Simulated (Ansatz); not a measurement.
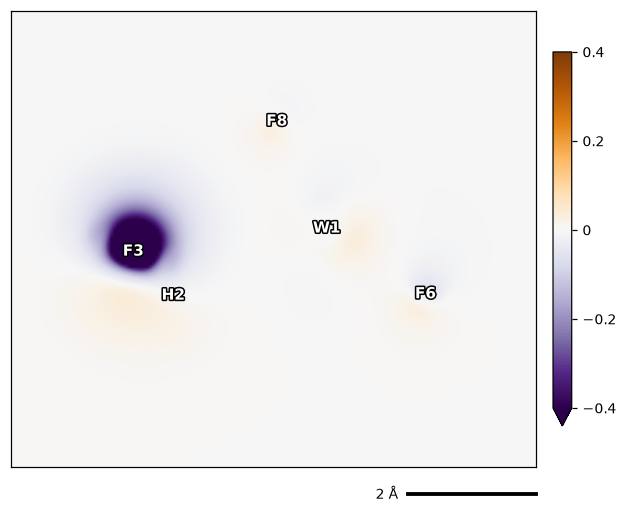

Figure 1: F3HOW···HF. The HOMO−1 on the plane of atoms F6, W1 and F8 (values in Å⁻³ᐟ²; the overall sign is arbitrary).

Core potentials replace the inner electrons of W.

Computed with Ansatz 0.2.0, RKS PBE/def2-SVP.

```xyz
8

W    -0.5458   -0.0146   -0.3762
H     1.3364    0.1164    1.4524
F     2.1739   -0.0056    1.0335
O    -0.2948    1.7712    0.1180
H    -0.5828    2.3832   -0.6119
F    -2.3537   -0.0353    0.0470
F    -0.3409   -1.7980    0.1072
F     0.7829   -0.0501   -1.6704
```

Describe this orbital and give its energy.

Answer. Its weight (Hirshfeld) is mainly on F3 (about 90 %); largely a lone pair of F3. Its energy is −8.79 eV.
